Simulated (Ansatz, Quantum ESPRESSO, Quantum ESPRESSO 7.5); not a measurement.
**1T-NbSTe, 1 layer: response to a perpendicular field**

How does 1T-NbSTe, 1 layer respond to a gate-like field without added charge?

Calculated with Quantum ESPRESSO 7.5; plane-wave DFT, PBE, GBRV ultrasoft pseudopotentials (geometry and cross-check by Ansatz 0.2.0 with PAW datasets; geometry under PBE).

## 1. Set-up

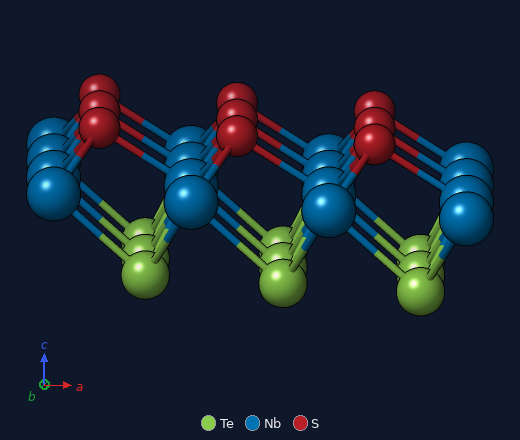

The cell as given, nearly edge on (tellurium green, niobium blue, sulfur red). 3×3×1 cells are drawn. Some periodic images of atoms are drawn too.

The cell holds 3 atoms: 1 Te, 1 Nb and 1 S. Its edges and angles: a = 3.724 Å, b = 3.724 Å, c = 20.274 Å, α = 90.0°, β = 90.0°, γ = 120.0°. It derives from NbSTe. Vacuum lies along c.

This sheet is a model structure: its symmetry is held, and its stability is not tested here.

This run has no spin polarisation although its electron count is odd. A spin-polarised state was not tried and may lie lower.

## 2. Relaxation with Ansatz

A relaxation in Ansatz fixes the structure of this slab for the runs on it.

input.yaml

```yaml
crystal:
  lattice:
    - [3.723864, 0.0, 0.0]
    - [-1.861932, 3.2249608242, 0.0]
    - [0.0, 0.0, 20.2739510831]
  atoms:
    - { symbol: Te, position: [0.6666666667, 0.3333333333, 0.4192572018] }
    - { symbol: Nb, position: [0.0, 0.0, 0.5134782304] }
    - { symbol: S, position: [0.3333333333, 0.6666666667, 0.5807427982] }
kpoints:
  mp_grid: { grid: [12, 12, 1] }
hamiltonian:
  xc: pbe
scf:
  occupations: { method: fermi_dirac, width: 0.05 }
  convergence: { dr2_threshold: 1.0e-08 }
efield:
  axis: 3
  dipole_correction: true
  ramp_position: 0.97
  ramp_width: 0.04
relax:
  f_tol: 0.01
  cell: { fix: [c, alpha, beta] }
output:
  write_potential: true
  write_density: true
  volumetric_format: npy
```

Run with:

```
$ ansatz run input.yaml --threads 4 --pin off --max-ram 8192MiB --backend cpu --events-out ev --progress --plain --runs-dir out
```

Numbers of over 12 decimals in the logs are rounded to 6 here.

The log of the run:

```text
Warning: relax.cell: scf.convergence.dr2_threshold = 1e-8 eV is looser than the 3e-10 eV advised for a relaxation that steers and ends on the stress (1e-10 eV for each atom of the cell: 3). What an SCF threshold leaves in a stress goes as its square root, and in the free energy as the threshold itself, and one threshold admits the most on a small cell: [figures from the program's tests cut] Set scf.convergence.dr2_threshold to 3e-10 eV or tighter. The threshold is an SCF's pass mark: one that does not reach it within its budget of iterations ends unconverged, or closes short of it on a stop that the run arms, and scf.convergence.dr2_threshold's page says what that costs each kind of run
Engine: ansatz 0.2.0, aarch64-unknown-linux-gnu
Pseudopotentials: kind: paw
Pseudopotential: Te, paw, valence charge 16, recommended cutoff 420 eV (normal), Te.paw.azcp
Pseudopotential: Nb, paw, valence charge 13, recommended cutoff 420 eV (normal), Nb.paw.azcp
Pseudopotential: S, paw, valence charge 6, recommended cutoff 420 eV (normal), S.paw.azcp
Functional definition: PBE
  parameter kappa = 0.804
  parameter beta = 0.066725
  exchange = pbe_x(kappa = kappa, mu = beta*pi^2/3)
  correlation = pbe_c(beta = beta)
Crystal: 3 atoms, lattice volume = 243.476 Å³
Basis set: ecut = 420 eV, 4771 PW (Γ), exchange–correlation on 50×50×288 points (8 copies of the dense FFT grid, shifted against one another)
Bands: 22, of which v1, the nominal top of the filled ones, is band 18 counted from 1 (17 counted from 0)
Symmetry: 6 space group operations
Space group: P3m1 (ITA 156), of the structure as read, at distance tolerance 6.2e-5 Å
k-points: 19 of 144 (time reversal used)
Non-local potential: Te, projectors of the file, l = 0: 2, l = 1: 2, l = 2: 2, l = 3: 2
Non-local potential: Nb, projectors of the file, l = 0: 3, l = 1: 2, l = 2: 2, l = 3: 1
Non-local potential: S, projectors of the file, l = 0: 2, l = 1: 2, l = 2: 2
PAW form: soft (Blöchl's): semilocal exchange-correlation on the pseudo side does not see the compensation charge
PAW one-centre angular grid: Te, 590 points (default); XC on 64 Gauss nodes
PAW one-centre angular grid: Nb, 590 points (default); XC on 64 Gauss nodes
PAW one-centre angular grid: S, 110 points (default); XC on 64 Gauss nodes
Initial density: superposition of atomic densities (neutral atoms: chi_scale 0, normalization atom), corrected by the library's trained network
Initial wavefunctions: pseudopotential atomic-orbital guess
Functional: x = pbe(κ = 0.804, μ = 0.219515), c = pbe(β = 0.066725)
SCF iter   1: F=—  HF=-12436.239967 eV  |F-HF|=—  |Δ(HF+E_count)|=         —  Δρ=2.42e-3  dr2=7.18e-2  ethr=1.77e-3  p=-0.075 e·Å  D=-5.58e-2 V/Å  ΔV_dip=1.13 eV  dr2_dipole=1.84e-2  V_vac-E_F(+/−)=5.48/4.35 eV  ⟨swp⟩=9.1  Hψ=2395  notcnv=0
efield: sawtooth ramp at fractional position 0.9700 (set: `efield.ramp_position`, or a place that a band, a saddle search or an elastic batch's reference lends), width 0.0400; the density the first Hamiltonian is built on has a dipole p = -0.075 e·Å; the dipole correction subtracts the counter field D = -5.58e-2 V/Å, which shifts the + side's vacuum level by +1.13 eV against the − side's; the planar-averaged density in the ramp window peaks in size at 9.2e-6 e/Å³
preconditioner: auto → LDOS  [metal: Δε(μ)=0.062 eV  Ē_g=6.848 eV  σ=0.050 eV  W_gap=0.30  n_scr=30 (ndim 8)  ℏωp=9.8 eV  f_vac=0.658  D(μ)=3.27/eV (n_scr^D=10)  β→1.0]
SCF iter   2: F=—  HF=-12436.235603 eV  |F-HF|=—  |Δ(HF+E_count)|=   4.36e-3  Δρ=1.19e-3  dr2=6.95e-3  ethr=2.05e-4  p=-0.056 e·Å  D=-4.14e-2 V/Å  ΔV_dip=0.84 eV  dr2_dipole=9.50e-8  V_vac-E_F(+/−)=5.36/4.52 eV  ⟨swp⟩=2.9  Hψ=755  notcnv=0
SCF iter   3: F=—  HF=-12436.234963 eV  |F-HF|=—  |Δ(HF+E_count)|=   6.40e-4  Δρ=6.60e-4  dr2=2.48e-3  ethr=1.99e-5  p=-0.056 e·Å  D=-4.17e-2 V/Å  ΔV_dip=0.85 eV  dr2_dipole=4.20e-4  V_vac-E_F(+/−)=5.31/4.46 eV  ⟨swp⟩=2.0  Hψ=805  notcnv=0
SCF iter   4: F=—  HF=-12436.234547 eV  |F-HF|=—  |Δ(HF+E_count)|=   4.16e-4  Δρ=1.97e-4  dr2=1.71e-4  ethr=7.08e-6  p=-0.054 e·Å  D=-4.01e-2 V/Å  ΔV_dip=0.81 eV  dr2_dipole=1.51e-6  V_vac-E_F(+/−)=5.30/4.49 eV  ⟨swp⟩=2.0  Hψ=731  notcnv=0
SCF iter   5: F=—  HF=-12436.234535 eV  |F-HF|=—  |Δ(HF+E_count)|=   1.18e-5  Δρ=5.36e-5  dr2=8.03e-6  ethr=4.87e-7  p=-0.054 e·Å  D=-4.00e-2 V/Å  ΔV_dip=0.81 eV  dr2_dipole=2.37e-8  V_vac-E_F(+/−)=5.30/4.49 eV  ⟨swp⟩=2.0  Hψ=734  notcnv=0
SCF iter   6: F=—  HF=-12436.234576 eV  |F-HF|=—  |Δ(HF+E_count)|=   4.10e-5  Δρ=1.57e-5  dr2=7.50e-7  ethr=2.29e-8  p=-0.054 e·Å  D=-4.00e-2 V/Å  ΔV_dip=0.81 eV  dr2_dipole=1.20e-8  V_vac-E_F(+/−)=5.30/4.49 eV  ⟨swp⟩=2.0  Hψ=703  notcnv=0
SCF iter   7: F=—  HF=-12436.234577 eV  |F-HF|=—  |Δ(HF+E_count)|=   5.94e-7  Δρ=4.82e-6  dr2=4.98e-8  ethr=2.14e-9  p=-0.054 e·Å  D=-4.00e-2 V/Å  ΔV_dip=0.81 eV  dr2_dipole=2.39e-10  V_vac-E_F(+/−)=5.30/4.49 eV  ⟨swp⟩=2.2  Hψ=648  notcnv=0
SCF iter   8: F=-12436.234577 eV  HF=-12436.234577 eV  |F-HF|=7.69e-9  |Δ(HF+E_count)|=   1.29e-7  Δρ=9.45e-7  dr2=1.93e-9  ethr=2.86e-11  p=-0.054 e·Å  D=-4.00e-2 V/Å  ΔV_dip=0.81 eV  dr2_dipole=1.22e-12  V_vac-E_F(+/−)=5.30/4.49 eV  ⟨swp⟩=9.5  Hψ=2770  notcnv=0
SCF 1 converged in 8 iterations: F = -12436.234577 eV  dr2 = 1.93e-9
  greatest PAW one-centre occupation: 0.998 electrons in one spin orbital (limit 2), on the Nb atom at site 1 (counted from 0), in its partial waves of l = 0
relax step   1: F+E_penalty+E_count = -12436.23457714 eV  Δ(F+E_penalty+E_count) = +0.000e0 eV  max|allowed force component| = 5.130e-1 eV/Å  Δτ_max = 0.0000 Å  P = -1.869 GPa  Ω = 243.476 Å³  fix = [c, alpha, beta]  reactions: c -0.854 GPa  (8 SCF iters, accepted)
Crystal: 3 atoms, lattice volume = 220.352 Å³
Basis set: ecut = 420 eV, 4285 PW (Γ), exchange–correlation on 50×50×288 points (8 copies of the dense FFT grid, shifted against one another)
Initial density: handed on by an earlier stage of this run
Initial wavefunctions: those handed on with the density
iter 1 solved again at ethr=5.28e-4 eV; its pass at ethr=3.10e-3 eV (dr2=1.85e-1 eV) is discarded
SCF iter   1: F=—  HF=-12436.423922 eV  |F-HF|=—  |Δ(HF+E_count)|=         —  Δρ=3.90e-3  dr2=1.87e-1  ethr=5.28e-4  p=-0.049 e·Å  D=-4.00e-2 V/Å  ΔV_dip=0.81 eV  dr2_dipole=1.46e-2  V_vac-E_F(+/−)=5.51/4.70 eV  ⟨swp⟩=1.5  Hψ=2825  notcnv=0
[...]
SCF iter   6: F=—  HF=-12436.404410 eV  |F-HF|=—  |Δ(HF+E_count)|=   1.05e-4  Δρ=6.46e-6  dr2=1.26e-7  ethr=4.86e-9  p=-0.053 e·Å  D=-4.46e-2 V/Å  ΔV_dip=0.90 eV  dr2_dipole=8.32e-9  V_vac-E_F(+/−)=5.21/4.31 eV  ⟨swp⟩=2.1  Hψ=744  notcnv=0
SCF iter   7: F=—  HF=-12436.404410 eV  |F-HF|=—  |Δ(HF+E_count)|=   1.09e-7  Δρ=1.93e-6  dr2=1.07e-8  ethr=3.59e-10  p=-0.053 e·Å  D=-4.46e-2 V/Å  ΔV_dip=0.90 eV  dr2_dipole=1.98e-10  V_vac-E_F(+/−)=5.22/4.31 eV  ⟨swp⟩=2.0  Hψ=691  notcnv=0
SCF iter   8: F=-12436.404410 eV  HF=-12436.404410 eV  |F-HF|=2.91e-9  |Δ(HF+E_count)|=   1.61e-8  Δρ=5.72e-7  dr2=8.12e-10  ethr=2.86e-11  p=-0.053 e·Å  D=-4.46e-2 V/Å  ΔV_dip=0.90 eV  dr2_dipole=2.41e-11  V_vac-E_F(+/−)=5.22/4.31 eV  ⟨swp⟩=9.9  Hψ=2753  notcnv=0
SCF 3 converged in 8 iterations: F = -12436.404410 eV  dr2 = 8.12e-10
relax step   3: F+E_penalty+E_count = -12436.40440980 eV  Δ(F+E_penalty+E_count) = -2.740e-3 eV  max|allowed force component| = 2.865e-1 eV/Å  Δτ_max = 0.0682 Å  P = -0.221 GPa  Ω = 216.939 Å³  energy of the carried Pulay correction = +1.006e-3 eV  fix = [c, alpha, beta]  reactions: c -0.639 GPa  (8 SCF iters, accepted)
[...]
relax step   4: F+E_penalty+E_count = -12436.41197428 eV  Δ(F+E_penalty+E_count) = -7.564e-3 eV  max|allowed force component| = 6.662e-2 eV/Å  Δτ_max = 0.0358 Å  P = +0.044 GPa  Ω = 219.701 Å³  energy of the carried Pulay correction = +8.957e-4 eV  fix = [c, alpha, beta]  reactions: c +0.079 GPa  (7 SCF iters, accepted)
[...]
relax step   5: F+E_penalty+E_count = -12436.41221649 eV  Δ(F+E_penalty+E_count) = -2.422e-4 eV  max|allowed force component| = 1.863e-2 eV/Å  Δτ_max = 0.0048 Å  P = -0.005 GPa  Ω = 219.542 Å³  energy of the carried Pulay correction = +9.020e-4 eV  fix = [c, alpha, beta]  reactions: c -0.006 GPa  (6 SCF iters, accepted)
[...]
relax step   6: F+E_penalty+E_count = -12436.41223129 eV  Δ(F+E_penalty+E_count) = -1.480e-5 eV  max|allowed force component| = 7.950e-4 eV/Å  Δτ_max = 0.0009 Å  P = +0.002 GPa  Ω = 219.483 Å³  energy of the carried Pulay correction = +9.044e-4 eV  fix = [c, alpha, beta]  reactions: c +0.002 GPa  (5 SCF iters, accepted)
Basis set: ecut = 420 eV, 4261 PW (Γ), exchange–correlation on 48×48×288 points (8 copies of the dense FFT grid, shifted against one another)
Initial wavefunctions: pseudopotential atomic-orbital guess (no wavefunctions were taken with the density)
iter 1 solved again at ethr=3.04e-7 eV; its pass at ethr=3.10e-3 eV (dr2=1.06e-4 eV) is discarded
SCF iter   1: F=—  HF=-12436.411308 eV  |F-HF|=—  |Δ(HF+E_count)|=         —  Δρ=6.07e-5  dr2=1.05e-6  ethr=3.04e-7  p=-0.052 e·Å  D=-4.27e-2 V/Å  ΔV_dip=0.87 eV  dr2_dipole=3.47e-10  V_vac-E_F(+/−)=5.20/4.33 eV  ⟨swp⟩=3.9  Hψ=3734  notcnv=0
efield: sawtooth ramp at fractional position 0.9700 (set: `efield.ramp_position`, or a place that a band, a saddle search or an elastic batch's reference lends), width 0.0400; the density the first Hamiltonian is built on has a dipole p = -0.052 e·Å; the dipole correction subtracts the counter field D = -4.27e-2 V/Å, which shifts the + side's vacuum level by +0.87 eV against the − side's; the planar-averaged density in the ramp window peaks in size at 3.7e-6 e/Å³
SCF iter   2: F=—  HF=-12436.411387 eV  |F-HF|=—  |Δ(HF+E_count)|=   7.88e-5  Δρ=1.10e-5  dr2=2.23e-7  ethr=3.00e-9  p=-0.052 e·Å  D=-4.27e-2 V/Å  ΔV_dip=0.87 eV  dr2_dipole=6.10e-9  V_vac-E_F(+/−)=5.20/4.33 eV  ⟨swp⟩=2.4  Hψ=763  notcnv=0
SCF iter   3: F=—  HF=-12436.411387 eV  |F-HF|=—  |Δ(HF+E_count)|=   1.41e-7  Δρ=2.66e-6  dr2=2.67e-8  ethr=6.37e-10  p=-0.052 e·Å  D=-4.27e-2 V/Å  ΔV_dip=0.87 eV  dr2_dipole=9.80e-10  V_vac-E_F(+/−)=5.20/4.33 eV  ⟨swp⟩=2.1  Hψ=736  notcnv=0
SCF iter   4: F=-12436.411387 eV  HF=-12436.411387 eV  |F-HF|=1.26e-9  |Δ(HF+E_count)|=   3.85e-9  Δρ=4.94e-7  dr2=3.90e-10  ethr=2.86e-11  p=-0.052 e·Å  D=-4.27e-2 V/Å  ΔV_dip=0.87 eV  dr2_dipole=2.56e-12  V_vac-E_F(+/−)=5.20/4.33 eV  ⟨swp⟩=12.5  Hψ=3041  notcnv=0
SCF 7 converged in 4 iterations: F = -12436.411387 eV  dr2 = 3.90e-10
relax step   7: F+E_penalty+E_count = -12436.41138705 eV  Δ(F+E_penalty+E_count) = +8.442e-4 eV  max|allowed force component| = 1.135e-3 eV/Å  Δτ_max = 0.0000 Å  P = +0.001 GPa  Ω = 219.483 Å³  fix = [c, alpha, beta]  reactions: c +0.002 GPa  stress off target by 1.10e-3 GPa on what of the cell is left free  SCF on the basis re-selected at this cell (its energy is not comparable with the rows above)  (4 SCF iters)
basis re-selected at this cell: Δ(F+E_penalty+E_count) = +8.442e-4 eV, ΔP = -0.001 GPa vs the last step (what re-selecting the basis moved, of the pressure what is left beyond the Pulay correction that the steps carried, after the strain that the cell walked since its last selection, with what the two solves' SCF thresholds leave and, on support functions, any second-order correction that the steps lacked; it is no measure of the basis error at this ecutwfc). The dense FFT grid was sized anew with the basis: this SCF ran on 24×24×144 points, the steps before it on 25×25×144, so part of this shift can come from that change (see relax.cell in the input reference). [rest of the remark cut]
SCF converged after 4 iterations
Free energy (F): -12436.411387 eV
Harris-Foulkes:  -12436.411387 eV  (|F-HF|=1.26e-9)
Internal energy: -12436.387590 eV  (E = F + TS)
E sigma→0 (E₀):  -12436.399489 eV
Entropy (-TS):   -0.023797 eV (-7.932 meV/atom)
Fermi energy:    0.233427 eV
Dipole field:    D = -0.042702 V/Å  (p = -0.051795 e·Å, saw-weighted, corrected)
Work function:   Φ+ = 5.1963 eV   Φ− = 4.3305 eV
Levels:          The Fermi level and band energies are counted from a zero that moves with the ramp; work functions are not
--- Per-component energies (eV) ---
  E_band       = -750.894203
  E_kinetic    = 680.226712
  E_local      = -22219.713770  (includes V_loc(G=0)·N_el)
  E_nonlocal   = -162.490171
  E_hartree    = 10923.722338
  E_xc         = -396.474261
  E_vxc        = -403.893908  (∫ρ·V_xc dr)
  E_paw        = -8335.951691  (= ΣΔE_a)
  E_vpaw       = -492.206852  (= ΣTr[D̂ρ^β])
  E_aug_tail   = -0.000168  (compensation charges beyond the density's cutoff)
  E_efield     = 0.001106  (sawtooth field / dipole correction)
  E_vefield    = -0.260044  (∫n·V_field dr)
  E_ewald      = 7074.292316
  E_smearing   = -0.023797  (= −TS)
  E_closure    = 0.000000  (closes the sum)
  Σ components = -12436.411387   (vs F -12436.411387, Δ=0.00e0)
--- Forces (eV/Å), atoms counted from 1 ---
  atom   1  Te     0.00000000    -0.00000000    -0.00113685
  atom   2  Nb    -0.00000000     0.00000000     0.00083129
  atom   3  S      0.00000000     0.00000000     0.00029965
  max |Σ_I F_I| component: 5.91e-6 eV/Å
--- Stress (GPa, compression-positive) ---
        0.001103      -0.000000       0.000000
       -0.000000       0.001103       0.000000
        0.000000       0.000000       0.001913
  P = ⅓ Tr σ = 0.0014 GPa (0.014 kbar)
--- Band table (eV; the first three rows and the last of 19) ---
  k-point 0: bands = [... 14 lower, -2.4070, 0.1789, 0.1789, 0.6610, 0.9239, 0.9239, 3.8603, 3.9954]
  k-point 1: bands = [... 14 lower, -2.1605, -0.3659, -0.1014, 0.4301, 1.1987, 1.2284, 3.5202, 3.8940]
  k-point 2: bands = [... 14 lower, -1.9673, -1.4503, -0.4773, 0.2314, 1.3447, 1.5339, 3.0320, 3.7420]
  k-point 18: bands = [... 14 lower, -2.9856, -2.9120, -2.6287, 1.1117, 1.2644, 1.2940, 3.4135, 4.0774]
--- Relaxed structure (6 steps of the walk, 6 accepted, 1 SCFs on fresh bases) ---
  F+E_penalty+E_count = -12436.41138705 eV   max|allowed force component| = 1.135e-3 eV/Å   (the final SCF, on the basis selected at the relaxed cell)
  cell:  # Å, volume = 219.4826 Å³
    - [3.535620, 0, 0]
    - [-1.767810, 3.061937, 0]
    - [0, 0, 20.2739510831]
  atoms:
    - { symbol: Te, position: [0.666667, 0.333333, 0.417057] }
    - { symbol: Nb, position: [0, 0, 0.513662] }
    - { symbol: S, position: [0.333333, 0.666667, 0.582759] }
```

It took 17 s on 4 threads of Arm Neoverse V1, shared host; peak memory 0.55 GiB.

Relaxation path:

| step | energy less that of the first step (eV) | largest force component (eV/Å) | pressure (GPa) | volume (Å³) |
| --- | --- | --- | --- | --- |
| 1 | 0.0000 | 0.5130 | -1.87 | 243.48 |
| 2 | -0.1671 | 0.4304 | 0.46 | 220.35 |
| 3 | -0.1698 | 0.2865 | -0.22 | 216.94 |
| 4 | -0.1774 | 0.0666 | 0.04 | 219.70 |
| 5 | -0.1776 | 0.0186 | 0.00 | 219.54 |
| 6 | -0.1777 | 0.0008 | 0.00 | 219.48 |
| 7* | -0.1768 | 0.0011 | 0.00 | 219.48 |

Relaxation steps marked * repeat the geometry before them on a plane-wave basis chosen anew for their cell, so energy and pressure can jump there.

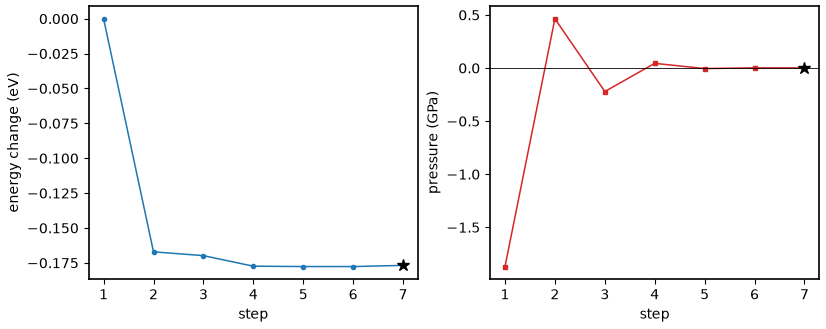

Energy and pressure along the relaxation. Stars mark steps on a basis chosen anew.

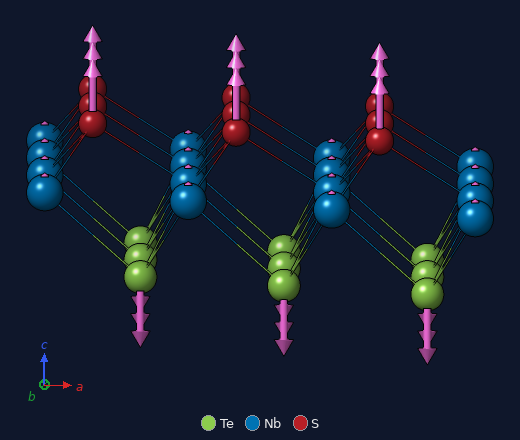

Displacements in the relaxation, exaggerated, measured against the changing cell; the longest in the cell stands for 0.04 Å. 3×3×1 cells are drawn. Some periodic images of atoms are drawn too.

| cell as run | before | after | change |
| --- | --- | --- | --- |
| a (Å) | 3.724 | 3.536 | -5.1 % |
| b (Å) | 3.724 | 3.536 | -5.1 % |

The atoms that moved most (Å, along periodic axes as changes of fractional coordinates times the final cell, across vacuum about the mean position):

| atom | dx | dy | dz | length |
| --- | --- | --- | --- | --- |
| Te1 | 0.000 | 0.000 | -0.045 | 0.045 |
| S3 | 0.000 | 0.000 | 0.041 | 0.041 |

The relaxed structure:

```xyz
3
Lattice="3.5356 0.0000 0.0000 -1.7678 3.0619 0.0000 0.0000 0.0000 20.2740" Properties=species:S:1:pos:R:3
Te    1.7678    1.0206    8.4554
Nb    0.0000    0.0000   10.4140
S     0.0000    2.0413   11.8148
```

Read from the output:

* free energy: -12436.4114 eV
* energy at zero smearing: -12436.3995 eV
* smearing term TS: 0.02380 eV
* Fermi energy: 0.2334 eV
* symmetry operations: 6
* work function of the upper face: 5.196 eV
* work function of the lower face: 4.331 eV
* dipole along the normal: -0.05180 e·Å

[end of part 1 of 6]

[Logs are printed without paths, hosts, clocks, repeated set-up lines and the standing remarks that a program may print on its own settings, such as how far it seeks lower states.]

[Hosts, paths, dates, database ids (printed as entryN), source tags and the programs' standing remarks are cut or masked in the printed files.]

[Maps of the electrostatic potential energy from Ansatz leave out the sawtooth potential of an applied field or a dipole correction, so their vacuum need not be flat; planar profiles and work functions include it.]
